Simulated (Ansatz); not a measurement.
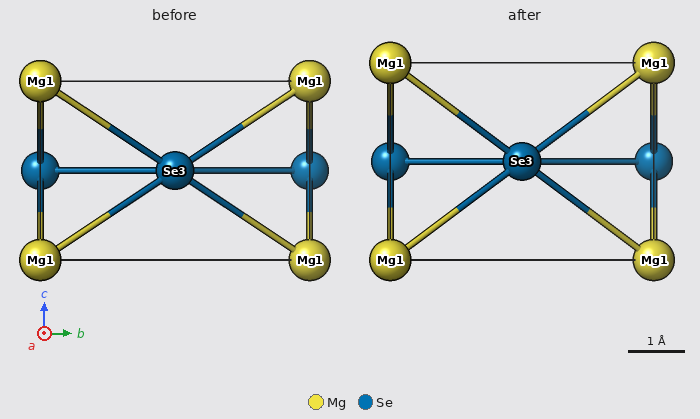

The structure of crystalline MgSe3 (a generated structure, set up in P6/mmm) (coarse preliminary run) before (left) and after (right) a relaxation, at one scale.

A ball-and-stick model of the cell of the calculation, seen along the a axis.

Method: DFT PBE, scalar-relativistic, plane waves, PAW in Ansatz. (plane-wave cutoff 420 eV; k-point mesh 6 × 6 × 6; occupations gaussian; smearing width 0.1 eV; no spin polarisation; cell and atoms relaxed; force threshold 0.04 eV/Å; at most 70 steps)

Question: Summarise the run.

Answer: Over 3 accepted moves (4 points after the start) the energy falls by 31.5 meV per atom. All forces vanish by symmetry, so only the cell relaxes. Pressure: 0.76 GPa at the start and 0.08 GPa at the end. At 1 point the geometry stayed and the basis and grid were re-selected for the new cell (energy shift of 0.1 meV per atom at most each time). No atom moves by more than 0.005 Å relative to the cell. The volume changes by +5.4 %, with a = b 5.630 → 5.507 Å (−2.2 %), c 3.240 → 3.570 Å (+10.2 %). Among the contacts that change: Se–Se 3.240 → 3.570 Å, Se–Se 2.815 → 2.753 Å, Mg–Se 3.248 → 3.281 Å. The space group stays P6/mmm (No. 191). The run took 54 s on 1 thread of Arm Neoverse N1 (shared host), peak memory 0.35 GiB.
